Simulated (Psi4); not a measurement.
# CHF2S (SMILES F[C](F)S) at UPBE0/cc-pVTZ (sweep point 2)

What is the vertical doublet–quartet gap of CHF2S at UPBE0/cc-pVTZ (sweep point 2)? The job is set up through a Python script.

The calculation is run with Psi4 1.11.

### Step 1. Starting point

CHF2S has 5 atoms, charge 0, and is taken as a doublet. As SMILES, `F[C](F)S`. The coordinates come from a GFN2-xTB relaxation. This is one conformer, not always the lowest.

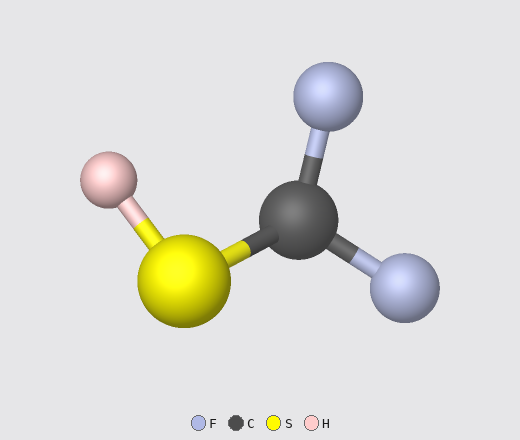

The structure, seen from a chosen angle (fluorine light blue, carbon dark grey, sulfur yellow, hydrogen pink).

### Step 2. The energy at UPBE0/cc-pVTZ (sweep point 2)

File job.py:

```python
import psi4

psi4.set_memory(1600000000)
psi4.set_num_threads(1)
psi4.set_output_file('run.log', False)

mol = psi4.geometry("""
0 2
F      1.059930     0.084330     0.946710
C      0.237900    -0.492110     0.056920
F     -0.201370    -1.651490     0.543360
S     -0.976730     0.526160    -0.679570
H     -0.119740     1.533120    -0.867410
units angstrom
symmetry c1
""")

options = {'basis': 'cc-pVTZ', 'reference': 'uks', 'puream': True, 'scf_type': 'pk', 'dft_radial_points': 99, 'dft_spherical_points': 590, 'maxiter': 150}
psi4.set_options(options)

energy_value = psi4.energy('PBE0', molecule=mol)
print('E =', round(energy_value, 9))
```

The run is started by

```
$ python job.py
```

run.log:

```text
[...]
  Running in c1 symmetry.
[...]
  Nuclear repulsion =  160.364331056783385
[...]
  Multiplicity = 2
[...]
  Nalpha       = 21
  Nbeta        = 20
[...]
    Number of basis functions: 138
[...]
   @UKS iter   1:  -636.19869586884033   -1.74176e-01   2.81972e-03 DIIS/ADIIS
[...]
   @UKS iter   9:  -636.25027460348588   -1.14069e-07   9.41409e-07 DIIS
[...]
   @S^2 Observed:                7.545357715E-01
[...]
    Orbital Energies [Eh]
    ---------------------
    Alpha Occupied:
       1A    -89.091676     2A    -24.819509     3A    -24.813542
       4A    -10.421308     5A     -8.050720     6A     -5.988256
       7A     -5.984892     8A     -5.979888     9A     -1.325843
      10A     -1.266663    11A     -0.839337    12A     -0.692250
      13A     -0.601289    14A     -0.562772    15A     -0.555905
      16A     -0.480642    17A     -0.461981    18A     -0.447162
      19A     -0.412467    20A     -0.328295    21A     -0.229335
    Alpha Virtual:
      22A     -0.004083    23A      0.043721    24A      0.107816
      25A      0.140574    26A      0.203896    27A      0.253282
[...]
  @UKS Final Energy:  -636.25027460348588
   => Energetics <=
    Nuclear Repulsion Energy =            160.3643310567833851
    One-Electron Energy =               -1198.9964330286811673
    Two-Electron Energy =                 441.7235171659650632
    DFT Exchange-Correlation Energy =     -39.3416897975531654
    Empirical Dispersion Energy =           0.0000000000000000
    VV10 Nonlocal Energy =                  0.0000000000000000
    Total Energy =                       -636.2502746034858774
[...]
 Multipole Moments:
 ------------------------------------------------------------------------------------
     Multipole            Electronic (a.u.)      Nuclear  (a.u.)        Total (a.u.)
 ------------------------------------------------------------------------------------
 L = 1.  Multiply by 2.5417464519 to convert [e a0] to [Debye]
 Dipole X            :          1.0392356           -1.0834471           -0.0442114
 Dipole Y            :         -2.2340451            2.7369921            0.5029470
 Dipole Z            :          1.8566795           -2.1656932           -0.3090137
 Magnitude           :                                                    0.5919458
[...]
```

The script printed:

```text
E = -636.250274603
```

Run time: 58 s. Hardware: 1 thread of AMD EPYC 7R43 (Zen 3), shared host; peak memory 1.2 GiB.

### Step 3. The quartet at the same level

File calc.py:

```python
import psi4

psi4.set_memory(1600000000)
psi4.set_num_threads(1)
psi4.set_output_file('output.dat', False)

geom = psi4.geometry("""
0 4
F      1.059930     0.084330     0.946710
C      0.237900    -0.492110     0.056920
F     -0.201370    -1.651490     0.543360
S     -0.976730     0.526160    -0.679570
H     -0.119740     1.533120    -0.867410
units angstrom
symmetry c1
""")

psi4.set_options({
    'basis': 'cc-pVTZ',
    'reference': 'uks',
    'puream': True,
    'scf_type': 'pk',
    'dft_radial_points': 99,
    'dft_spherical_points': 590,
    'maxiter': 150,
})

e, wfn = psi4.energy("pbe0", molecule=geom, return_wfn=True)
print('E =', round(e, 9))
for k, v in sorted(psi4.core.scalar_variables().items()):
    print(f'{k:45s} {v:18.10f}')
```

The run is started by

```
$ python calc.py
```

output.dat:

```text
[...]
  Running in c1 symmetry.
[...]
  Nuclear repulsion =  160.364331056783385
[...]
  Multiplicity = 4
[...]
  Nalpha       = 22
  Nbeta        = 19
[...]
    Number of basis functions: 138
[...]
   @UKS iter   1:  -635.99500391511083    2.95163e-02   2.48896e-03 ADIIS/DIIS
[...]
   @UKS iter  11:  -636.03671980622289   -1.82799e-07   4.94567e-07 DIIS
[...]
   @S^2 Observed:                3.758436821E+00
[...]
    Orbital Energies [Eh]
    ---------------------
    Alpha Occupied:
       1A    -89.154376     2A    -24.831233     3A    -24.827326
       4A    -10.413397     5A     -8.105972     6A     -6.050514
       7A     -6.038851     8A     -6.035789     9A     -1.336474
      10A     -1.277523    11A     -0.886522    12A     -0.709283
      13A     -0.611902    14A     -0.583223    15A     -0.571199
      16A     -0.497431    17A     -0.479735    18A     -0.460542
      19A     -0.441109    20A     -0.401584    21A     -0.256948
      22A     -0.102732
    Alpha Virtual:
      23A      0.013784    24A      0.095452    25A      0.123212
[...]
  @UKS Final Energy:  -636.03671980622289
   => Energetics <=
    Nuclear Repulsion Energy =            160.3643310567833851
    One-Electron Energy =               -1197.8758107092742193
    Two-Electron Energy =                 440.8180334486131642
    DFT Exchange-Correlation Energy =     -39.3432736023451639
    Empirical Dispersion Energy =           0.0000000000000000
    VV10 Nonlocal Energy =                  0.0000000000000000
    Total Energy =                       -636.0367198062228908
[...]
 Multipole Moments:
 ------------------------------------------------------------------------------------
     Multipole            Electronic (a.u.)      Nuclear  (a.u.)        Total (a.u.)
 ------------------------------------------------------------------------------------
 L = 1.  Multiply by 2.5417464519 to convert [e a0] to [Debye]
 Dipole X            :          0.9667283           -1.0834471           -0.1167188
 Dipole Y            :         -2.6152581            2.7369921            0.1217340
 Dipole Z            :          1.9610955           -2.1656932           -0.2045977
 Magnitude           :                                                    0.2651465
[...]
```

Standard output:

```text
E = -636.036719806
CURRENT ENERGY                                   -636.0367198062
CURRENT REFERENCE ENERGY                         -636.0367198062
DD SOLVATION ENERGY                                 0.0000000000
DFT FUNCTIONAL TOTAL ENERGY                      -636.0367198062
DFT TOTAL ENERGY                                 -636.0367198062
DFT VV10 ENERGY                                     0.0000000000
DFT XC ENERGY                                     -39.3432736023
GRID ELECTRONS ALPHA                               22.0000000609
GRID ELECTRONS BETA                                19.0000001210
GRID ELECTRONS TOTAL                               41.0000001819
NUCLEAR REPULSION ENERGY                          160.3643310568
ONE-ELECTRON ENERGY                             -1197.8758107093
PCM POLARIZATION ENERGY                             0.0000000000
PE ENERGY                                           0.0000000000
SCF ITERATION ENERGY                             -636.0367198062
SCF ITERATIONS                                     11.0000000000
SCF TOTAL ENERGY                                 -636.0367198062
TWO-ELECTRON ENERGY                               440.8180334486
XC GRID RADIAL POINTS                              99.0000000000
XC GRID SPHERICAL POINTS                          590.0000000000
XC GRID TOTAL POINTS                           278387.0000000000
```

Wall time 60 s (1 thread of AMD EPYC 7R43 (Zen 3), shared host); peak memory 1.2 GiB.

### Step 4. What came out

At UPBE0/cc-pVTZ (sweep point 2):

| quantity | value |
| --- | --- |
| doublet: total energy | -636.25027 Eh |
| doublet: dipole moment | 1.50 D |
| doublet: HOMO energy (highest over α and β) | -6.24 eV |
| doublet: LUMO energy (lowest over α and β) | -1.60 eV |
| doublet: ⟨S²⟩ | 0.755 |
| quartet: total energy | -636.03672 Eh |
| quartet: dipole moment | 0.67 D |
| quartet: HOMO energy (highest over α and β) | -2.80 eV |
| quartet: ⟨S²⟩ | 3.758 |
| vertical energy of the quartet above the doublet | 5.811 eV |

In words: At this shape the quartet lies 5.81 eV (134 kcal/mol) above the doublet.
